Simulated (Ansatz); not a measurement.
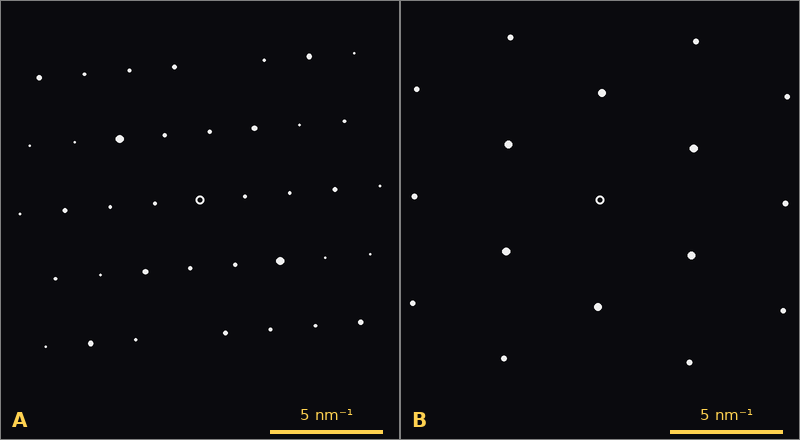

Kinematic electron diffraction patterns (300 kV, B = 0.5 Å², same scale, each along a low-index zone) of two structures of composition Zn2Sb3, each relaxed at zero pressure with DFT PBE, scalar-relativistic, plane waves, PAW in Ansatz.

The structures (standard cells):
1. R-3m (No. 166), a = 4.154 Å, c = 24.749 Å (hexagonal axes), 15 atoms; generated start, possibly hypothetical
2. R-3c (No. 167), a = 7.627 Å, c = 14.792 Å (hexagonal axes), 30 atoms; generated start, possibly hypothetical

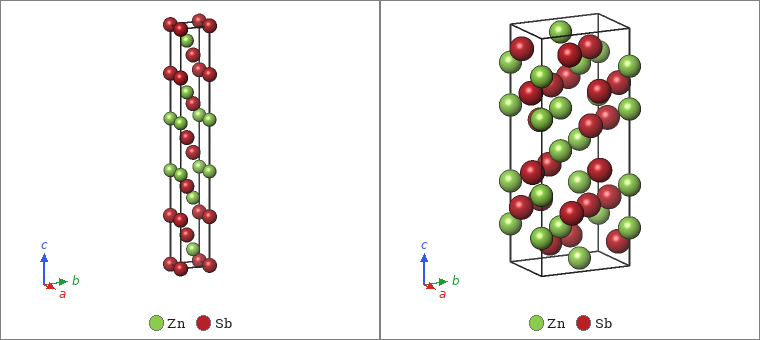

Drawings of the structures 1 to 2, from left to right (each may span several cells).

**Which pattern belongs to which structure, and along which zone?**

A is structure 2 along [100] or an equivalent direction: oblique net of 0 1 2 at d = 4.93 Å and 0 -1 4 at d = 3.23 Å, 77.5° apart (some points of this net are extinct or too weak to see). B is structure 1 along [001]: hexagonal net of 2 -1 0 at d = 2.08 Å and 1 1 0 at d = 2.08 Å, 60.0° apart.

**Which structure lies lowest at this level of theory, and by how much?**

Structure 1 (R-3m, 24.65 Å³ an atom) is the lowest of these; structure 2 (R-3c, 24.84 Å³ an atom) lies about 67 meV an atom higher. These are static energies at 0 K; other structures, not shown, may lie lower still.
